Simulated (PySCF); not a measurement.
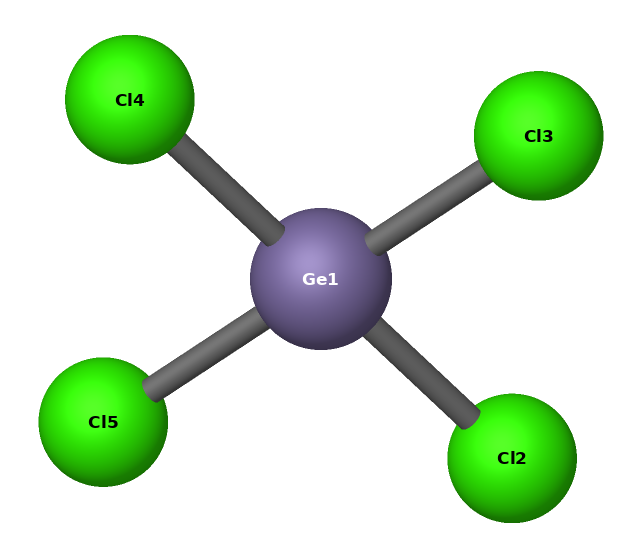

Every bond is drawn as one stick. The computed geometry is a stationary point of PBE0/def2-TZVP, a saddle point of order 1. Computed with PBE0/def2-TZVP (PySCF 2.14.0).

List the Mayer bond orders of Ge1–Cl2 (one bond of each equivalent set).

```json
{"bond": "Ge1–Cl2", "Mayer order": "1.06", "length (Å)": "2.173"}
```

This isn't the lowest structure that the search found: a singlet minimum of Td symmetry lies 222 kJ/mol lower at the level of the geometry.
